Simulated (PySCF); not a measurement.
**Dy⁵⁶⁺: dipole response in even-tempered 19s13p6d5f4g**

How polarisable is Dy⁵⁶⁺ at the levels listed below?

Method: unrestricted determinants in a Gaussian basis, no spin-orbit coupling in the energies. Code: PySCF 2.14.0.

## 1. Starting point

- Element: dysprosium (Z = 66)
- Basis: an even-tempered Gaussian basis (19 s from 33 bohr⁻², ratio 2.2; 13 p from 43 bohr⁻², ratio 2.2; 6 d from 170 bohr⁻², ratio 2.4; 5 f from 260 bohr⁻², ratio 2.4; 4 g from 390 bohr⁻², ratio 2.4)
- Hamiltonian: the spin-free X2C one-electron Hamiltonian (Gaussian nucleus)
- State 1: Dy⁵⁶⁺: [Ne], closed-shell 1S
- Methods: UHF, PBE0

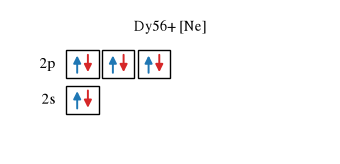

The shells outside the core, filled by Hund's rule for the drawing.

The runs were made by one driver on top of PySCF. The scripts below sum up each run's settings (the driver also hands on starting orbitals that pick excited configurations, and frozen orbitals as a list rather than a count), and the logs come from the driver's own runs. The driver starts from symmetry-adapted Hartree-Fock orbitals, holds the occupation by maximum overlap and uses a logarithmic radial grid for functionals, so a plain start would take other cycles.

The integrals over 159 functions and the set-up took 1.4 s of CPU time.

## 2. Dy⁵⁶⁺

Level: UHF.

Contents of input.py:

```python
from pyscf import gto, scf, dft, mp, cc
mol = gto.M(atom="Dy 0 0 0", charge=56, spin=0, symmetry="D2h",
            basis=gto.etbs([(0, 19, 33, 2.2), (1, 13, 43, 2.2), (2, 6, 170, 2.4), (3, 5, 260, 2.4), (4, 4, 390, 2.4)]),
            nucmod="G")
mf = scf.UHF(mol).sfx2c1e()
mf.irrep_nelec = {'Ag': (2, 2), 'B1u': (1, 1), 'B2u': (1, 1), 'B3u': (1, 1)}
mf.kernel()
```

Standard output:

```text
damping factor = 0
level_shift factor = 0
DIIS = <class 'pyscf.scf.diis.CDIIS'>
diis_start_cycle = 1
diis_space = 10
diis_damp = 0
SCF conv_tol = 1e-09
SCF conv_tol_grad = None
number electrons alpha = 5  beta = 5
cycle= 1 E= -8598.12145585564  delta_E= -1.46e-11  |g|= 2.53e-07  |ddm|= 1.18e-07
converged SCF energy = -8598.12145585564  <S^2> = -7.9936058e-15  2S+1 = 1
```

It used 35 s of CPU time after the integrals (shared host).

The occupied shells:

```csv
shell,electrons,mean orbital energy (eV),spread (eV),rms radius (bohr)
1s,2,-58568.6,0,0.0240
2s,2,-13332.6,0,0.0951
2p,6,-12356.0,0,0.0853
```

⟨S²⟩ = 0.000, ⟨L²⟩ = 0.00.

The driver then solved the coupled dipole response at imaginary frequencies: mean α = 5.759e-05 bohr³, C₆ = 9.399e-07 au for a like pair.

The p, d and f levels are scalar averages; spin-orbit coupling splits them strongly at this Z.

Level: PBE0.

input.py, as changed from the run before:

```diff
@@ -4,3 +4,3 @@
             nucmod="G")
-mf = scf.UHF(mol).sfx2c1e()
+mf = dft.UKS(mol, xc="PBE0").sfx2c1e()
 mf.irrep_nelec = {'Ag': (2, 2), 'B1u': (1, 1), 'B2u': (1, 1), 'B3u': (1, 1)}
```

Standard output:

```text
damping factor = 0
level_shift factor = 0
DIIS = <class 'pyscf.scf.diis.CDIIS'>
diis_start_cycle = 1
diis_space = 10
diis_damp = 0
SCF conv_tol = 1e-09
SCF conv_tol_grad = None
number electrons alpha = 5  beta = 5
XC functionals = PBE0
    C. Adamo and V. Barone.,  J. Chem. Phys. 110, 6158 (1999)
    M. Ernzerhof and G. E. Scuseria.,  J. Chem. Phys. 110, 5029 (1999)
cycle= 1 E= -8598.39149946436  delta_E= -0.00513  |g|= 0.0119  |ddm|= 0.00575
cycle= 2 E= -8598.39149957823  delta_E= -1.14e-07  |g|= 0.000283  |ddm|= 2.64e-05
cycle= 3 E= -8598.3914995784  delta_E= -1.69e-10  |g|= 1.5e-05  |ddm|= 9.3e-07
converged SCF energy = -8598.3914995784  <S^2> = -1.7763568e-15  2S+1 = 1
```

CPU time 39 s on a shared host, the integrals not counted.

The driver then solved the coupled dipole response at imaginary frequencies: mean α = 5.775e-05 bohr³, C₆ = 9.433e-07 au for a like pair.

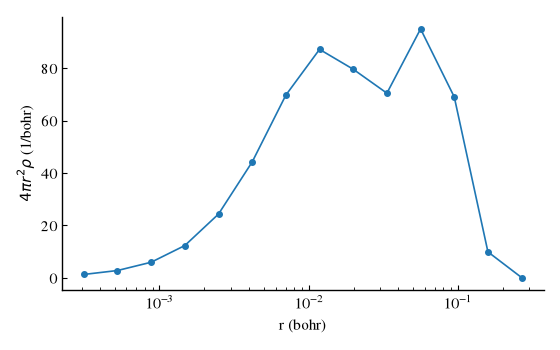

Radial density 4πr²ρ of Dy⁵⁶⁺ at UHF, without picture-change correction, at 14 stored radii joined by straight lines.

## 3. Polarisabilities and C₆

Dy⁵⁶⁺, in atomic units:

```csv
method,mean α,C₆ (like pair),S(−4)
UHF,5.759e-05,9.399e-07,4.270e-10
PBE0,5.775e-05,9.433e-07,4.303e-10
```

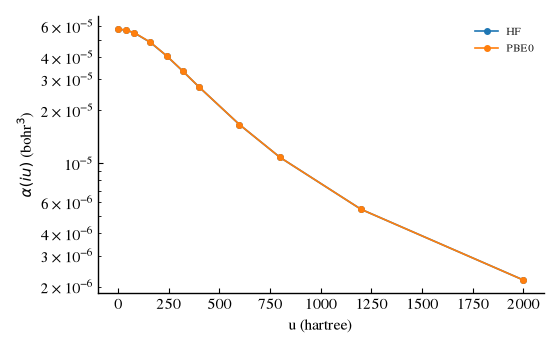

α(iu) of Dy⁵⁶⁺, the polarisability at imaginary frequency, on a logarithmic scale.

## 4. What came out

| quantity | value |
| --- | --- |
| α of Dy⁵⁶⁺ | 5.759e-05 (UHF) to 5.775e-05 (PBE0) bohr³ |

In words: A single London oscillator with the computed α and C₆ of Dy⁵⁶⁺ at UHF would have ω = 4 C₆ / (3 α²) = 378 hartree. The basis is finite, and no extrapolation was made.
